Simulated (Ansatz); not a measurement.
# BSiH3Cl: a changed input and its effect

System: BSiH3Cl, multiplicity 2, SMILES [SiH2]BCl.
Method of the first run: UKS PBE0-D4/def2-TZVP (Ansatz 0.2.0).

Text and figures count atoms from 1; the logs count them from 0 in places.

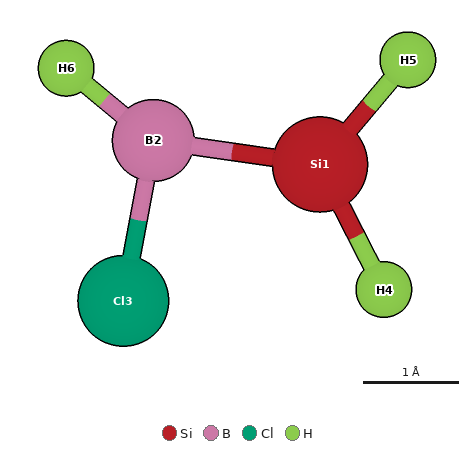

The structure as given in the input (ball-and-stick view, seen at a tilt; atoms are numbered from 1 in the order of the input).

**Input, the first run**
```yaml
crystal:
  periodic: [false, false, false]
  atoms:
    - { symbol: Si, position_ang: [-0.789242, -0.340035, -0.59258] }
    - { symbol: B, position_ang: [0.657602, -0.270601, 0.467535] }
    - { symbol: Cl, position_ang: [0.852432, -2.009961, 0.527563] }
    - { symbol: H, position_ang: [-1.389318, -1.599343, -1.090451] }
    - { symbol: H, position_ang: [-1.504857, 0.870766, -1.05803] }
    - { symbol: H, position_ang: [1.437983, 0.400822, 1.069314] }
magnetization:
  spin_polarized: true
  initial_magnetization: 1
basis:
  gaussian: { orbitals: def2-TZVP }
hamiltonian:
  xc: pbe0
  dispersion: d4
output:
  forces: true
```

Launched with:
```bash
ansatz run input.yaml --threads 1 --pin off --max-ram 2560MiB --backend cpu --events-out ev --progress --plain --runs-dir out
```

Hardware: 1 thread of Intel Xeon @ 2.50GHz (Skylake/Cascade Lake), 176 GiB of memory available, shared host.

**Output (the first run)**
```
Engine: ansatz 0.2.0, x86_64-unknown-linux-gnu
Functional definition: PBE0
  parameter a = 0.25
  parameter kappa = 0.804
  parameter beta = 0.06672455060314922
  exchange = (1 - a)*pbe_x(kappa = kappa, mu = beta*pi^2/3) + a*exact_x
  correlation = pbe_c(beta = beta)
837 factors; their error is unknown
mean field evaluation 1: about -21113.9731 eV, gradient 1.9e1 eV
mean field evaluation 2: about -21112.9571 eV, gradient 2.3e1 eV
mean field evaluation 4: about -21116.2828 eV, gradient 7.8e-1 eV
mean field evaluation 8: about -21116.2877 eV, gradient 3.6e-2 eV
mean field evaluation 16: about -21116.3567 eV, gradient 7.4e-5 eV
mean field -21116.35667271 eV, -776.0117945416 hartree, gradient 1.4e-5 eV, S^2 0.755279; 0 other end points of the search recorded, 0 dependent functions left out
the calculation of the forces begins
reference -21116.35670287 eV, -776.0117956499 hartree; 20, 19 occupied and 103, 104 virtual orbitals, 837 factors
Total energy: -21116.45849902 eV, -776.0155365893 hartree
Atom 0 at    -0.789242    -0.340035    -0.592580 Å, force    -2.534534     1.381142    -1.785981 eV/Å
Atom 1 at     0.657602    -0.270601     0.467535 Å, force     1.791377    -0.053533     1.305955 eV/Å
Atom 2 at     0.852432    -2.009961     0.527563 Å, force     1.227511    -1.608485     0.820532 eV/Å
Atom 3 at    -1.389318    -1.599343    -1.090451 Å, force     0.045653     0.115233     0.038793 eV/Å
Atom 4 at    -1.504857     0.870766    -1.058030 Å, force    -0.281238     0.030413    -0.203988 eV/Å
Atom 5 at     1.437983     0.400822     1.069314 Å, force    -0.248769     0.135231    -0.175312 eV/Å
Dipole moment:    -0.129441     0.056982    -0.091853 e Å
```

For the second run the input was changed thus:
```diff
-    - { symbol: Si, position_ang: [-0.789242, -0.340035, -0.59258] }
-    - { symbol: B, position_ang: [0.657602, -0.270601, 0.467535] }
-    - { symbol: Cl, position_ang: [0.852432, -2.009961, 0.527563] }
-    - { symbol: H, position_ang: [-1.389318, -1.599343, -1.090451] }
-    - { symbol: H, position_ang: [-1.504857, 0.870766, -1.05803] }
-    - { symbol: H, position_ang: [1.437983, 0.400822, 1.069314] }
+    - { symbol: Si, position_ang: [-0.683199, 0.458418, -0.47735] }
+    - { symbol: B, position_ang: [1.146111, -0.536234, 0.811794] }
+    - { symbol: Cl, position_ang: [1.34094, -2.275593, 0.871822] }
+    - { symbol: H, position_ang: [-1.678661, -0.328161, -1.241662] }
+    - { symbol: H, position_ang: [-0.901769, 1.92089, -0.567834] }
+    - { symbol: H, position_ang: [1.926492, 0.13519, 1.413573] }
```

Predict how the results change.

With the same method and basis, the second run lies 9.9 kcal/mol higher. The largest force goes from 3.394 to 3.000 eV/Å. On the same kind of shared host the second run took about 0.7 times as long.

**Output (the second run)**
```
Engine: ansatz 0.2.0, x86_64-unknown-linux-gnu
Functional definition: PBE0
  parameter a = 0.25
  parameter kappa = 0.804
  parameter beta = 0.06672455060314922
  exchange = (1 - a)*pbe_x(kappa = kappa, mu = beta*pi^2/3) + a*exact_x
  correlation = pbe_c(beta = beta)
837 factors; their error is unknown
mean field evaluation 1: about -21114.8241 eV, gradient 1.2e1 eV
mean field evaluation 2: about -21114.5606 eV, gradient 1.3e1 eV
mean field evaluation 4: about -21115.8480 eV, gradient 7.7e-1 eV
mean field evaluation 8: about -21115.8569 eV, gradient 6.7e-2 eV
mean field evaluation 16: about -21115.9255 eV, gradient 1.8e-4 eV
mean field -21115.92554901 eV, -775.9959510378 hartree, gradient 7.1e-5 eV, S^2 0.759158; 0 other end points of the search recorded, 0 dependent functions left out
the calculation of the forces begins
reference -21115.92558207 eV, -775.9959522525 hartree; 20, 19 occupied and 103, 104 virtual orbitals, 837 factors
Total energy: -21116.02997997 eV, -775.9997888047 hartree
Atom 0 at    -0.683199     0.458418    -0.477350 Å, force     2.244928    -1.205458     1.582750 eV/Å
Atom 1 at     1.146111    -0.536234     0.811794 Å, force    -1.954968     0.488137    -1.404895 eV/Å
Atom 2 at     1.340940    -2.275593     0.871822 Å, force    -0.219352     0.647718    -0.129577 eV/Å
Atom 3 at    -1.678661    -0.328161    -1.241662 Å, force     0.049113    -0.086987     0.031759 eV/Å
Atom 4 at    -0.901769     1.920890    -0.567834 Å, force     0.069120     0.011155     0.051019 eV/Å
Atom 5 at     1.926492     0.135190     1.413573 Å, force    -0.188841     0.145434    -0.131056 eV/Å
Dipole moment:     0.006362     0.075576     0.008223 e Å
```

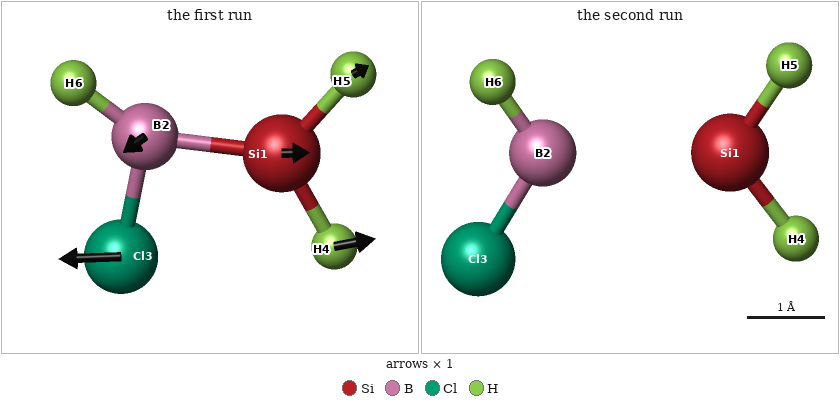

The two input geometries at one scale (ball-and-stick view, seen at a tilt). The black arrows on the first give the shifts of the atoms after the best rigid fit, at true length. Cl3 moves most after the best rigid fit: 0.82 Å. By element the largest moves are Cl 0.82 Å, H 0.56 Å, B 0.38 Å, Si 0.37 Å. Among the contacts that change: Si1–B2 1.795 → 2.449 Å.

**The two runs side by side**

| quantity | the first run | the second run |
| --- | --- | --- |
| outcome | converged | converged |
| total energy (hartree) | −776.015537 | −775.999789 |
| ⟨S²⟩ | 0.755 | 0.759 |
| largest force (eV/Å) | 3.394 | 3.000 |
| basis functions | 123 | 123 |
| wall time (shared host) | 8.1 s | 5.6 s |
